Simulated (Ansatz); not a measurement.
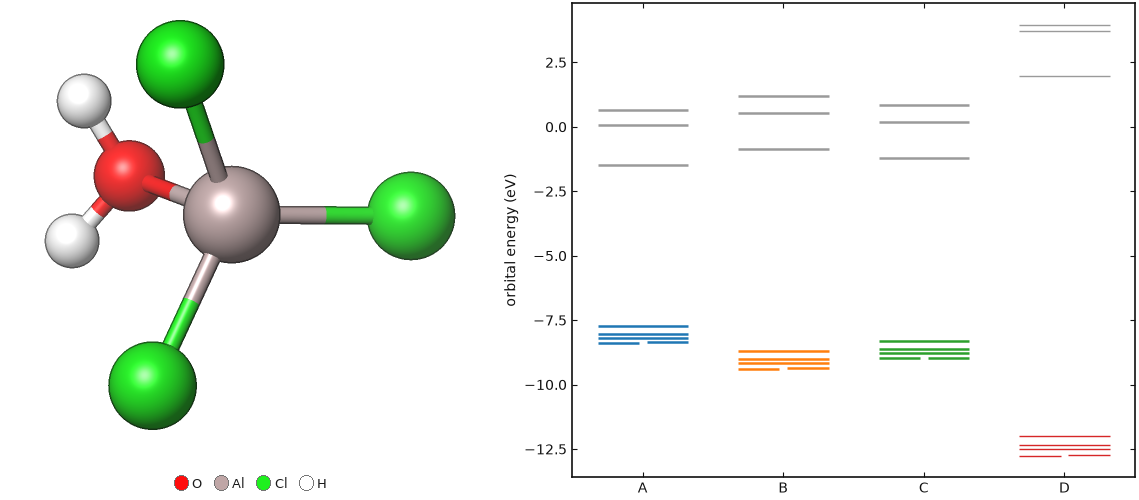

Frontier orbital energies of AlH₂OCl₃, SMILES [OH2+][Al-]([Cl])([Cl])[Cl], singlet at one geometry, def2-TZVPP, the Ansatz code, at a PBE0-D4/def2-TZVP geometry (a minimum by its frequencies). Empty levels are grey, levels within 0.1 eV stand side by side; all columns show the same few orbitals around the gap.

**The columns come from B97M-V, HF, HSE06 and PBE0. Which is which?**

A: B97M-V (HOMO −7.73, LUMO −1.47, separation 6.26 eV)
B: PBE0 (HOMO −8.70, LUMO −0.85, separation 7.85 eV)
C: HSE06 (HOMO −8.30, LUMO −1.22, separation 7.08 eV)
D: HF (HOMO −11.98, LUMO 1.99, separation 13.97 eV)

Limits of at least one run: empty levels above zero depend strongly on the basis.
